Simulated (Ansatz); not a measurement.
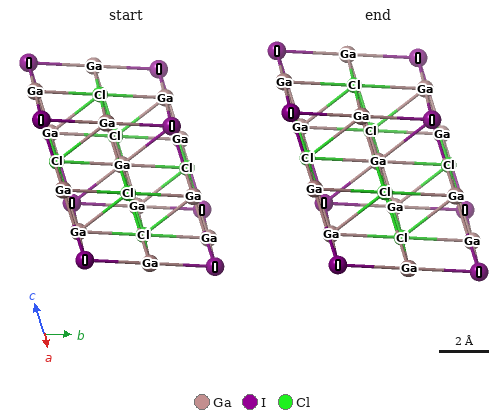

The structure of crystalline Ga₄ICl₃ (a generated structure, set up in Im-3m) (coarse preliminary run) before (left) and after (right) a relaxation, at one scale.

A ball-and-stick model of the cell of the calculation, seen from a free direction.

Computed with DFT PBE, scalar-relativistic, plane waves, PAW (Ansatz). Settings: plane-wave cutoff 420 eV; k-point mesh 4 × 4 × 4; occupations gaussian; smearing width 0.1 eV; no spin polarisation; cell and atoms relaxed; force threshold 0.04 eV/Å; at most 70 steps.

Question: Describe what moved and what it gained.

Answer: After 3 accepted moves (4 points after the start) the energy has fallen by 156 meV per atom. All forces vanish by symmetry, so only the cell relaxes. The pressure goes from 9.99 to 0.22 GPa. At 1 point the geometry stayed and the basis and grid were re-selected for the new cell (energy shift of 1.5 meV per atom at most each time). The atoms keep their places relative to the cell (all moves are under 0.005 Å). The volume changes by +27.6 %, with a = b = c 6.028 → 6.539 Å (+8.5 %). Among the contacts that change: Cl–Ga 3.014 → 3.269 Å, Ga–I 3.014 → 3.269 Å. The space group stays Im-3m (No. 229).
